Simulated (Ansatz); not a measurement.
System: CH₆AlFOSi.

```xyz
11

C    -0.7721   -0.0896    0.4856
Al    1.1303    0.2335    0.4432
F     2.0932   -0.6253   -0.6094
O     1.9061    1.3624    1.4333
Si    2.9465    2.3582    2.2332
H    -1.2863    0.5580    1.2111
H    -0.9817   -1.1387    0.7509
H    -1.2183    0.0813   -0.5076
H     3.8473    1.5638    3.1229
H     2.1770    3.3244    3.0740
H     3.7843    3.1305    1.2659
```

Geometry: PBE0-D3(BJ)/def2-SVP.

All numbers below come from isolated molecule in a Gaussian basis; Kohn-Sham density functional theory, functional PBE0 in Ansatz 0.2.0.

Q: Predict the electron density and electron localisation function between the atoms.

A: Si–O (1.65 Å): ρ at the midpoint is about 1.1 e/Å³; the ELF peaks at about 0.85 between the atoms, as expected for a polar covalent bond.
Al–F (1.67 Å): ρ is about 0.89 e/Å³ halfway; the ELF peaks at about 0.85 in the valence shell of F, 0.6 Å from its nucleus, and is about 0.35 at the midpoint.
Al–O (1.69 Å): ρ is about 0.88 e/Å³ halfway; the ELF peaks at about 0.85 in the valence shell of O, 0.6 Å from its nucleus, and is about 0.45 at the midpoint.
C–Al (1.93 Å): ρ is about 0.74 e/Å³ halfway; the ELF peaks at about 0.95 in the valence shell of C, 0.7 Å from its nucleus, and is about 0.85 at the midpoint.

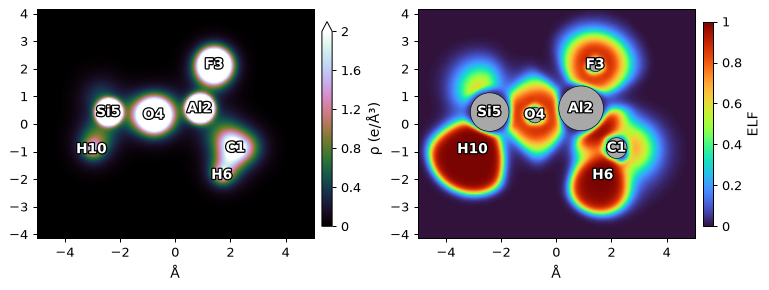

Computed electron density and electron localisation function on the plane of atoms Al2, C1 and H6, in this order. Grey discs cover the atomic cores in the ELF map. 
